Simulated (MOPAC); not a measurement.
**Run report: SnPN2H7 (charge +1), geometry relaxation (part 1 of 4)**

- system: SnPN2H7, charge +1, multiplicity 2
- method: PM6, unrestricted (MOPAC 23.2.5)

The starting geometry was optimised with PM6.

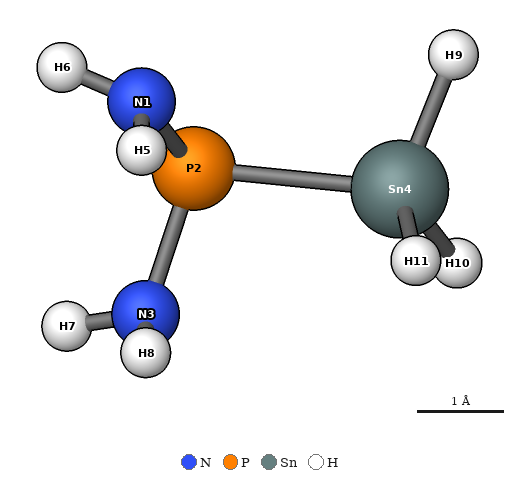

Fig. 1: The structure as given in the input (ball-and-stick view, seen at a tilt; atoms are numbered from 1 in the order of the input). Sticks mark near contacts. Bond lengths as drawn: H–N 1.02 Å, H–Sn 1.70 Å, N–P 1.80 Å and P–Sn 2.48 Å.

Input (mol.mop)
```
CYCLES=300 UHF GNORM=0.05 DISP DOUBLET CHARGE=1 PM6 AUX(PRECISION=9) THREADS=1
H7N2PSn charge 1

N     -1.211021 +1     1.181347 +1     0.765497 +1
P     -0.801191 +1    -0.540430 +1     0.415338 +1
N      0.586409 +1    -0.958474 +1     1.489975 +1
Sn     0.304136 +1    -0.361927 +1    -1.800643 +1
H     -0.428462 +1     1.807740 +1     0.951751 +1
H     -1.885509 +1     1.295395 +1     1.525401 +1
H      0.302625 +1    -1.307477 +1     2.408141 +1
H      1.283323 +1    -0.229495 +1     1.639557 +1
H     -0.893444 +1     0.157632 +1    -2.893253 +1
H      0.872672 +1    -1.921047 +1    -2.180042 +1
H      1.582645 +1     0.758384 +1    -1.702092 +1
```

Launched with:
```bash
mopac mol.mop
```

What the program printed
```
MOPAC v23.2.5
PM6 CALCULATION RESULTS

 *  PM6        - The PM6 Hamiltonian to be used
 *  DOUBLET    - SPIN STATE DEFINED AS A DOUBLET
 *  UHF        - UNRESTRICTED HARTREE-FOCK CALCULATION
 *
 *
 *
 *                 CHARGE ON SYSTEM = +1
 *
 *
 *
 *  THREADS=1  - MULTI-THREADING NOT USED
 *  CYCLES=    - DO A MAXIMUM OF 300 STEPS
 *  GNORM      - EXIT WHEN GRADIENT NORM DROPS BELOW 0.050
 *  AUX        - OUTPUT AUXILIARY INFORMATION
 *  DISP       - PRINT DISPERSION AND HYDROGEN BOND ENERGIES
CYCLES=300 UHF GNORM=0.05 DISP DOUBLET CHARGE=1 PM6 AUX(PRECISION=9) THREADS=1
 H7N2PSn charge 1

   ATOM   CHEMICAL          X               Y               Z
  NUMBER   SYMBOL      (ANGSTROMS)     (ANGSTROMS)     (ANGSTROMS)

     1       N         -1.21102100  *   1.18134700  *   0.76549700  *
     2       P         -0.80119100  *  -0.54043000  *   0.41533800  *
     3       N          0.58640900  *  -0.95847400  *   1.48997500  *
     4      Sn          0.30413600  *  -0.36192700  *  -1.80064300  *
     5       H         -0.42846200  *   1.80774000  *   0.95175100  *
     6       H         -1.88550900  *   1.29539500  *   1.52540100  *
     7       H          0.30262500  *  -1.30747700  *   2.40814100  *
     8       H          1.28332300  *  -0.22949500  *   1.63955700  *
     9       H         -0.89344400  *   0.15763200  *  -2.89325300  *
    10       H          0.87267200  *  -1.92104700  *  -2.18004200  *
    11       H          1.58264500  *   0.75838400  *  -1.70209200  *

          CARTESIAN COORDINATES

    NO.       ATOM           X           Y           Z

     1         N         -1.2110      1.1813      0.7655
     2         P         -0.8012     -0.5404      0.4153
     3         N          0.5864     -0.9585      1.4900
     4        Sn          0.3041     -0.3619     -1.8006
     5         H         -0.4285      1.8077      0.9518
     6         H         -1.8855      1.2954      1.5254
     7         H          0.3026     -1.3075      2.4081
     8         H          1.2833     -0.2295      1.6396
     9         H         -0.8934      0.1576     -2.8933
    10         H          0.8727     -1.9210     -2.1800
    11         H          1.5826      0.7584     -1.7021

           Empirical Formula: H7 N2 P Sn  =    11 atoms

      MOLECULAR POINT GROUP   :   Cs

 DOUBLET STATE CALCULATION

          UHF CALCULATION, NO. OF ALPHA ELECTRONS =   13
                           NO. OF BETA  ELECTRONS =   12

          Geometry optimization using EF

          DIAGONAL MATRIX USED AS START HESSIAN
```

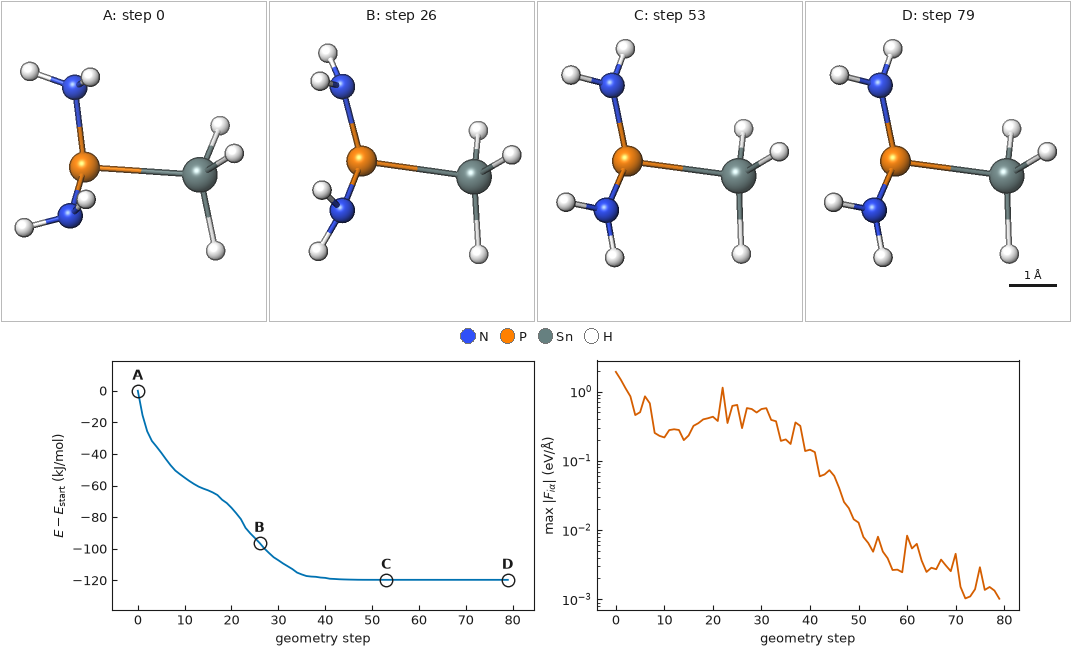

Fig. 2: Frames of the relaxation (ball-and-stick view, seen at a tilt) above the curves, on which the letters mark them (steps are counted from 0).

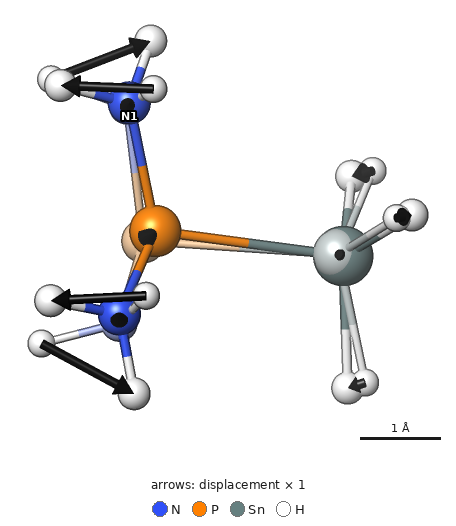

Fig. 3: Start (faint) and end (solid) with the displacements as black arrows, at true length (ball-and-stick view, seen at a tilt). The two geometries are laid on each other by the best rigid fit. Over 79 geometry steps the energy falls by 119.7 kJ/mol. The largest force component goes from 1.9 to 0.001 eV/Å. The largest move after the best rigid fit is that of H6, 1.37 Å. Largest moves by element: H 1.37 Å, P 0.42 Å, N 0.32 Å, Sn 0.11 Å. Among the contacts that change: N1–P2 1.804 → 1.727 Å, P2–Sn4 2.483 → 2.496 Å, N1–H5 1.020 → 1.028 Å. Among the angles that change: N3–P2–Sn4 101.9° → 112.5°, N1–P2–Sn4 101.9° → 112.4°, P2–Sn4–H11 109.3° → 102.9°. (Atoms are counted from 1 in the order of the input.)

```
 CYCLE:     1 TIME:   0.016 TIME LEFT:  2.00D  GRAD.:    97.622 HEAT:  194.5191
 CYCLE:     2 TIME:   0.008 TIME LEFT:  2.00D  GRAD.:    63.365 HEAT:  190.8353
 CYCLE:     3 TIME:   0.008 TIME LEFT:  2.00D  GRAD.:    68.420 HEAT:  188.3896
 CYCLE:     4 TIME:   0.008 TIME LEFT:  2.00D  GRAD.:    44.631 HEAT:  186.9313
 CYCLE:     5 TIME:   0.000 TIME LEFT:  2.00D  GRAD.:    30.371 HEAT:  186.0636
 CYCLE:     6 TIME:   0.008 TIME LEFT:  2.00D  GRAD.:    29.784 HEAT:  185.1486
 CYCLE:     7 TIME:   0.000 TIME LEFT:  2.00D  GRAD.:    36.473 HEAT:  184.1723
 CYCLE:     8 TIME:   0.008 TIME LEFT:  2.00D  GRAD.:    32.566 HEAT:  183.2469
 CYCLE:     9 TIME:   0.000 TIME LEFT:  2.00D  GRAD.:    15.706 HEAT:  182.4496
 CYCLE:    10 TIME:   0.008 TIME LEFT:  2.00D  GRAD.:    14.302 HEAT:  181.8950
 CYCLE:    11 TIME:   0.000 TIME LEFT:  2.00D  GRAD.:    13.468 HEAT:  181.3736
 CYCLE:    12 TIME:   0.008 TIME LEFT:  2.00D  GRAD.:    12.277 HEAT:  180.8696
 CYCLE:    13 TIME:   0.000 TIME LEFT:  2.00D  GRAD.:    14.013 HEAT:  180.4147
 CYCLE:    14 TIME:   0.008 TIME LEFT:  2.00D  GRAD.:    13.069 HEAT:  180.0133
 CYCLE:    15 TIME:   0.008 TIME LEFT:  2.00D  GRAD.:     9.681 HEAT:  179.7152
 CYCLE:    16 TIME:   0.008 TIME LEFT:  2.00D  GRAD.:    13.194 HEAT:  179.4560
 CYCLE:    17 TIME:   0.000 TIME LEFT:  2.00D  GRAD.:    14.391 HEAT:  179.1379
 CYCLE:    18 TIME:   0.008 TIME LEFT:  2.00D  GRAD.:    16.504 HEAT:  178.7441
 CYCLE:    19 TIME:   0.008 TIME LEFT:  2.00D  GRAD.:    26.546 HEAT:  178.0318
 CYCLE:    20 TIME:   0.000 TIME LEFT:  2.00D  GRAD.:    21.451 HEAT:  177.5306
 CYCLE:    21 TIME:   0.008 TIME LEFT:  2.00D  GRAD.:    24.906 HEAT:  176.8170
 CYCLE:    22 TIME:   0.008 TIME LEFT:  2.00D  GRAD.:    23.781 HEAT:  175.9964
 CYCLE:    23 TIME:   0.000 TIME LEFT:  2.00D  GRAD.:    44.349 HEAT:  175.1092
 CYCLE:    24 TIME:   0.008 TIME LEFT:  2.00D  GRAD.:    21.280 HEAT:  173.7792
 CYCLE:    25 TIME:   0.008 TIME LEFT:  2.00D  GRAD.:    33.325 HEAT:  172.9571
 CYCLE:    26 TIME:   0.008 TIME LEFT:  2.00D  GRAD.:    27.377 HEAT:  172.2396
 CYCLE:    27 TIME:   0.008 TIME LEFT:  2.00D  GRAD.:    17.230 HEAT:  171.5033
 CYCLE:    28 TIME:   0.008 TIME LEFT:  2.00D  GRAD.:    27.153 HEAT:  170.6757
 CYCLE:    29 TIME:   0.000 TIME LEFT:  2.00D  GRAD.:    26.436 HEAT:  169.9875
 CYCLE:    30 TIME:   0.008 TIME LEFT:  2.00D  GRAD.:    21.672 HEAT:  169.3384
 CYCLE:    31 TIME:   0.008 TIME LEFT:  2.00D  GRAD.:    21.298 HEAT:  168.8827
 CYCLE:    32 TIME:   0.000 TIME LEFT:  2.00D  GRAD.:    26.117 HEAT:  168.3998
 CYCLE:    33 TIME:   0.008 TIME LEFT:  2.00D  GRAD.:    17.274 HEAT:  167.9745
 CYCLE:    34 TIME:   0.008 TIME LEFT:  2.00D  GRAD.:    17.592 HEAT:  167.5461
 CYCLE:    35 TIME:   0.008 TIME LEFT:  2.00D  GRAD.:    12.450 HEAT:  167.0176
 CYCLE:    36 TIME:   0.000 TIME LEFT:  2.00D  GRAD.:     8.888 HEAT:  166.7356
 CYCLE:    37 TIME:   0.008 TIME LEFT:  2.00D  GRAD.:     8.745 HEAT:  166.4972
 CYCLE:    38 TIME:   0.008 TIME LEFT:  2.00D  GRAD.:    13.938 HEAT:  166.4160
 CYCLE:    39 TIME:   0.008 TIME LEFT:  2.00D  GRAD.:    13.977 HEAT:  166.3767
 CYCLE:    40 TIME:   0.000 TIME LEFT:  2.00D  GRAD.:     6.217 HEAT:  166.2684
 CYCLE:    41 TIME:   0.008 TIME LEFT:  2.00D  GRAD.:     6.395 HEAT:  166.2176
 CYCLE:    42 TIME:   0.008 TIME LEFT:  2.00D  GRAD.:     6.112 HEAT:  166.0858
 CYCLE:    43 TIME:   0.000 TIME LEFT:  2.00D  GRAD.:     3.727 HEAT:  166.0519
 CYCLE:    44 TIME:   0.008 TIME LEFT:  2.00D  GRAD.:     3.774 HEAT:  166.0060
 CYCLE:    45 TIME:   0.000 TIME LEFT:  2.00D  GRAD.:     3.792 HEAT:  165.9803
 CYCLE:    46 TIME:   0.016 TIME LEFT:  2.00D  GRAD.:     3.044 HEAT:  165.9609
 CYCLE:    47 TIME:   0.000 TIME LEFT:  2.00D  GRAD.:     2.329 HEAT:  165.9468
 CYCLE:    48 TIME:   0.008 TIME LEFT:  2.00D  GRAD.:     1.444 HEAT:  165.9327
 CYCLE:    49 TIME:   0.008 TIME LEFT:  2.00D  GRAD.:     1.200 HEAT:  165.9272
 CYCLE:    50 TIME:   0.016 TIME LEFT:  2.00D  GRAD.:     0.665 HEAT:  165.9246
 CYCLE:    51 TIME:   0.000 TIME LEFT:  2.00D  GRAD.:     0.530 HEAT:  165.9239
 CYCLE:    52 TIME:   0.008 TIME LEFT:  2.00D  GRAD.:     0.388 HEAT:  165.9236
 CYCLE:    53 TIME:   0.000 TIME LEFT:  2.00D  GRAD.:     0.341 HEAT:  165.9233
 CYCLE:    54 TIME:   0.008 TIME LEFT:  2.00D  GRAD.:     0.294 HEAT:  165.9232
 CYCLE:    55 TIME:   0.000 TIME LEFT:  2.00D  GRAD.:     0.397 HEAT:  165.9230
 CYCLE:    56 TIME:   0.008 TIME LEFT:  2.00D  GRAD.:     0.256 HEAT:  165.9229
 CYCLE:    57 TIME:   0.008 TIME LEFT:  2.00D  GRAD.:     0.206 HEAT:  165.9227
 CYCLE:    58 TIME:   0.008 TIME LEFT:  2.00D  GRAD.:     0.149 HEAT:  165.9227
 CYCLE:    59 TIME:   0.008 TIME LEFT:  2.00D  GRAD.:     0.159 HEAT:  165.9226
 CYCLE:    60 TIME:   0.000 TIME LEFT:  2.00D  GRAD.:     0.140 HEAT:  165.9226
 CYCLE:    61 TIME:   0.008 TIME LEFT:  2.00D  GRAD.:     0.386 HEAT:  165.9224
 CYCLE:    62 TIME:   0.008 TIME LEFT:  2.00D  GRAD.:     0.239 HEAT:  165.9223
 CYCLE:    63 TIME:   0.000 TIME LEFT:  2.00D  GRAD.:     0.363 HEAT:  165.9223
 CYCLE:    64 TIME:   0.008 TIME LEFT:  2.00D  GRAD.:     0.194 HEAT:  165.9221
 CYCLE:    65 TIME:   0.000 TIME LEFT:  2.00D  GRAD.:     0.146 HEAT:  165.9220
 CYCLE:    66 TIME:   0.008 TIME LEFT:  2.00D  GRAD.:     0.148 HEAT:  165.9219
 CYCLE:    67 TIME:   0.000 TIME LEFT:  2.00D  GRAD.:     0.145 HEAT:  165.9218
 CYCLE:    68 TIME:   0.008 TIME LEFT:  2.00D  GRAD.:     0.185 HEAT:  165.9218
 CYCLE:    69 TIME:   0.008 TIME LEFT:  2.00D  GRAD.:     0.143 HEAT:  165.9218
 CYCLE:    70 TIME:   0.008 TIME LEFT:  2.00D  GRAD.:     0.114 HEAT:  165.9217
 CYCLE:    71 TIME:   0.000 TIME LEFT:  2.00D  GRAD.:     0.218 HEAT:  165.9217
 CYCLE:    72 TIME:   0.008 TIME LEFT:  2.00D  GRAD.:     0.093 HEAT:  165.9216
 CYCLE:    73 TIME:   0.008 TIME LEFT:  2.00D  GRAD.:     0.060 HEAT:  165.9215
 CYCLE:    74 TIME:   0.000 TIME LEFT:  2.00D  GRAD.:     0.063 HEAT:  165.9215
 CYCLE:    75 TIME:   0.008 TIME LEFT:  2.00D  GRAD.:     0.062 HEAT:  165.9214
 CYCLE:    76 TIME:   0.000 TIME LEFT:  2.00D  GRAD.:     0.135 HEAT:  165.9215
 CYCLE:    77 TIME:   0.008 TIME LEFT:  2.00D  GRAD.:     0.064 HEAT:  165.9214
 CYCLE:    78 TIME:   0.008 TIME LEFT:  2.00D  GRAD.:     0.071 HEAT:  165.9214
 CYCLE:    79 TIME:   0.000 TIME LEFT:  2.00D  GRAD.:     0.057 HEAT:  165.9214
 CYCLE:    80 TIME:   0.000 TIME LEFT:  2.00D  GRAD.:     0.047 HEAT:  165.9214

     GRADIENT =  0.04689 IS LESS THAN CUTOFF =  0.05000

 -------------------------------------------------------------------------------
 CYCLES=300 UHF GNORM=0.05 DISP DOUBLET CHARGE=1 PM6 AUX(PRECISION=9) THREADS=1
 H7N2PSn charge 1

     GEOMETRY OPTIMISED USING EIGENVECTOR FOLLOWING (EF).
     SCF FIELD WAS ACHIEVED

                              PM6 CALCULATION

          FINAL HEAT OF FORMATION =        165.92140 KCAL/MOL =     694.21513 KJ/MOL

          TOTAL ENERGY            =     -15322.98701 KCAL/MOL = ELECTRONIC ENERGY + CORE-CORE REPULSION
          ENERGY OF ATOMS         =      15488.90840 KCAL/MOL
                              SUM =        165.92140 KCAL/MOL
          DISPERSION ENERGY       =          0.00000 KCAL/MOL
                              SUM =        165.92140 KCAL/MOL = FINAL HEAT OF FORMATION

          TOTAL ENERGY            =       -664.46761 EV
          ELECTRONIC ENERGY       =      -2162.57927 EV
          CORE-CORE REPULSION     =       1498.11166 EV
          COSMO AREA              =        141.51 SQUARE ANGSTROMS
          COSMO VOLUME            =        134.10 CUBIC ANGSTROMS

          GRADIENT NORM           =          0.04689          =       0.01414 PER ATOM
          IONIZATION POTENTIAL    =         12.942411 EV
          ALPHA SOMO LUMO (EV)    =        -12.942 -3.984
          BETA  SOMO LUMO (EV)    =        -14.532 -5.984
          NO. OF ALPHA ELECTRONS  =         13
          NO. OF BETA  ELECTRONS  =         12
          MOLECULAR WEIGHT        =        184.7325         POINT GROUP:  C1

          MOLECULAR DIMENSIONS (Angstroms)

            Atom       Atom       Distance
            H     9    H     8     5.65828
            H    10    H     6     5.01175
            H    11    P     2     2.64718

          SCF CALCULATIONS        =         84

          WALL-CLOCK TIME         =      0.445 SECONDS
          COMPUTATION TIME        =      0.235 SECONDS

   ATOM   CHEMICAL          X               Y               Z
  NUMBER   SYMBOL      (ANGSTROMS)     (ANGSTROMS)     (ANGSTROMS)

     1       N         -1.09190203  *   1.25346939  *   0.90936617  *
     2       P         -0.57910136  *  -0.33362620  *   0.45948559  *
     3       N          0.61321220  *  -0.84058566  *   1.60183205  *
     4      Sn          0.24788168  *  -0.43495148  *  -1.89336802  *
     5       H         -1.25507127  *   1.48490267  *   1.89748645  *
     6       H         -1.75141588  *   1.76128894  *   0.30538953  *
     7       H          1.09673782  *  -1.73759700  *   1.46366942  *
     8       H          0.48636682  *  -0.64832577  *   2.60359545  *
     9       H         -1.15612060  *  -0.06115017  *  -2.77912160  *
    10       H          0.77485465  *  -2.04814223  *  -2.01627212  *
    11       H          1.47381151  *   0.74783564  *  -1.91710398  *

                             CARTESIAN COORDINATES

   1    N       -1.091902027     1.253469392     0.909366172
   2    P       -0.579101357    -0.333626203     0.459485591
   3    N        0.613212198    -0.840585663     1.601832052
   4   Sn        0.247881682    -0.434951476    -1.893368015
   5    H       -1.255071274     1.484902667     1.897486455
   6    H       -1.751415885     1.761288939     0.305389528
   7    H        1.096737816    -1.737596995     1.463669420
   8    H        0.486366821    -0.648325768     2.603595446
   9    H       -1.156120605    -0.061150171    -2.779121600
  10    H        0.774854651    -2.048142231    -2.016272118
  11    H        1.473811510     0.747835644    -1.917103982

           Empirical Formula: H7 N2 P Sn  =    11 atoms

      MOLECULAR POINT GROUP   :   C1

          ALPHA EIGENVALUES
 -36.37787 -36.14019 -25.24156 -23.40787 -22.14333 -22.01358 -20.38500 -18.34875
 -16.83814 -16.04828 -15.98121 -15.97335 -12.94241  -3.98376  -3.42177  -3.16986
  -1.92121  -0.39286  -0.39019   0.86386   0.91631   1.76982   1.78454 118.73935
 118.80006 118.83223 119.50880 119.80048

           BETA EIGENVALUES
 -35.92498 -35.65636 -24.99770 -23.27333 -21.98778 -21.89296 -20.19924 -17.32888
 -16.30330 -16.03460 -15.78705 -14.53206  -5.98381  -3.75811  -2.90278  -2.73621
  -1.84882  -0.36825  -0.28596   0.99739   1.05325   1.85029   1.85789 119.34468
 119.38213 119.53985 120.12355 120.28624

              NET ATOMIC CHARGES AND DIPOLE CONTRIBUTIONS

  ATOM NO.   TYPE          CHARGE      No. of ELECS.   s-Pop       p-Pop       d-Pop
    1          N          -0.595621        5.5956     1.52017     4.07545
    2          P           0.643818        4.3562     1.50486     2.81052     0.04080
    3          N          -0.595220        5.5952     1.51975     4.07547
    4         Sn           0.186180        3.8138     1.36929     2.44453
    5          H           0.288460        0.7115     0.71154
    6          H           0.294132        0.7059     0.70587
    7          H           0.294238        0.7058     0.70576
    8          H           0.288566        0.7114     0.71143
    9          H           0.062346        0.9377     0.93765
   10          H           0.061897        0.9381     0.93810
   11          H           0.071204        0.9288     0.92880
 DIPOLE           X         Y         Z       TOTAL
 POINT-CHG.    -1.915    -0.310     3.767     4.237
 HYBRID        -0.306     0.248     1.523     1.573
 SUM           -2.221    -0.062     5.290     5.738

          ATOMIC ORBITAL ELECTRON POPULATIONS

     Atom    s        px        py        pz      x^2-y^2     xz        z^2       yz        xy
    1  N   1.52017   1.57125   1.26474   1.23945
    2  P   1.50486   0.95791   0.83700   1.01562   0.00774   0.00825   0.00869   0.00816   0.00796
    3  N   1.51975   1.41643   1.42558   1.23346
    4 Sn   1.36929   0.88743   0.92363   0.63347
    5  H   0.71154
    6  H   0.70587
    7  H   0.70576
    8  H   0.71143
    9  H   0.93765
   10  H   0.93810
   11  H   0.92880

                    (SZ)    =    0.500000
                    (S**2)  =    0.762302

          ATOMIC ORBITAL SPIN POPULATIONS

    Atom   Total    s     px     py     pz   x^2-y^2  xz     z^2    yz     xy
         Atomic
    1  N  0.2538  0.002  0.108  0.132  0.012
    2  P  0.4557  0.080  0.252  0.116  0.008 -0.000  0.000  0.000  0.000  0.000
    3  N  0.2551  0.002  0.187  0.062  0.004
    4 Sn  0.0681 -0.001  0.008 -0.004  0.064
    5  H -0.0153 -0.015
    6  H -0.0141 -0.014
    7  H -0.0142 -0.014
    8  H -0.0153 -0.015
    9  H -0.0028 -0.003
   10  H -0.0014 -0.001
   11  H  0.0304  0.030

 *                    *
 * JOB ENDED NORMALLY *
 *                    *

 TOTAL JOB TIME:             0.45 SECONDS

 == MOPAC DONE ==
```

Trajectory as extended XYZ (Å, eV, eV/Å), 72 of the 80 frames kept, from step=0 to step=79
```
11
Properties=species:S:1:pos:R:3:forces:R:3 step=0 energy=8.43515
N    -1.2110    1.1813    0.7655   -0.3944  -1.5917  -0.1406
P    -0.8012   -0.5404    0.4153    1.8864   1.9220   1.0056
N     0.5864   -0.9585    1.4900   -1.5116  -0.2575  -0.5939
Sn    0.3041   -0.3619   -1.8006    0.0777  -0.5104  -1.7011
H    -0.4285    1.8077    0.9518    0.2870   0.1036   0.1407
H    -1.8855    1.2954    1.5254   -0.3481   0.3313   0.0498
H     0.3026   -1.3075    2.4081    0.2080  -0.3297   0.2772
H     1.2833   -0.2295    1.6396    0.1203   0.3023   0.0677
H    -0.8934    0.1576   -2.8933   -0.1824   0.0141   0.1762
H     0.8727   -1.9210   -2.1800   -0.0829  -0.1050   0.2185
H     1.5826    0.7584   -1.7021   -0.0600   0.1209   0.4999
```
